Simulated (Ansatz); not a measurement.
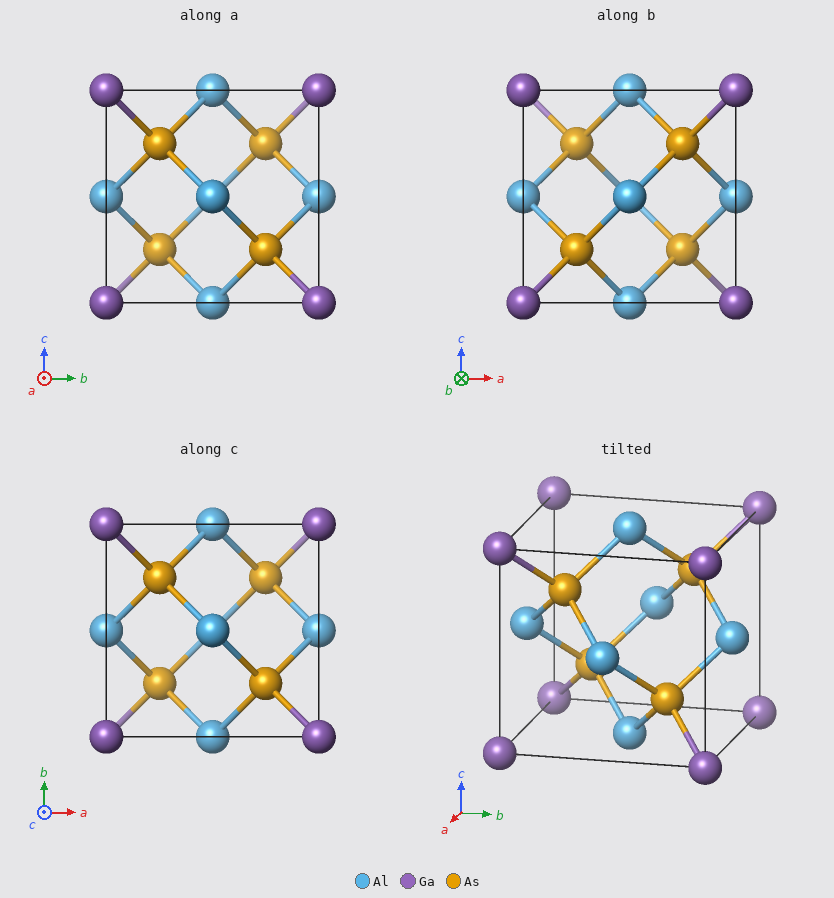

An orthographic ball-and-stick view of the structure, along the a axis, along the b axis, along the c axis and slightly off an axis. The lines enclose the conventional unit cell; boundary atoms appear with their images.

Lattice parameters: a = 5.7330 Å, b = 5.7330 Å, c = 5.7330 Å, α = 90.000°, β = 90.000°, γ = 90.000°.

### From the views, write a CIF in P1 with every atom of the cell, with free fractional coordinates to two decimals.

```cif
data_structure
_symmetry_space_group_name_H-M 'P 1'
_symmetry_Int_Tables_number 1
_cell_length_a 5.7330
_cell_length_b 5.7330
_cell_length_c 5.7330
_cell_angle_alpha 90.000
_cell_angle_beta 90.000
_cell_angle_gamma 90.000
_cell_volume 188.43
loop_
_atom_site_label
_atom_site_type_symbol
_atom_site_fract_x
_atom_site_fract_y
_atom_site_fract_z
_atom_site_occupancy
Al1 Al 0.50 0.50 0.00 1
Al2 Al 0.50 0.00 0.50 1
Al3 Al 0.00 0.50 0.50 1
Ga1 Ga 0.00 0.00 0.00 1
As1 As 0.75 0.75 0.25 1
As2 As 0.75 0.25 0.75 1
As3 As 0.25 0.75 0.75 1
As4 As 0.25 0.25 0.25 1
```

The starting point was a structure type filled with these elements by a generator (whether the compound takes this form wasn't checked). The picture shows the end point of a geometry optimisation with Ansatz, DFT PBE, scalar-relativistic, plane waves, PAW.
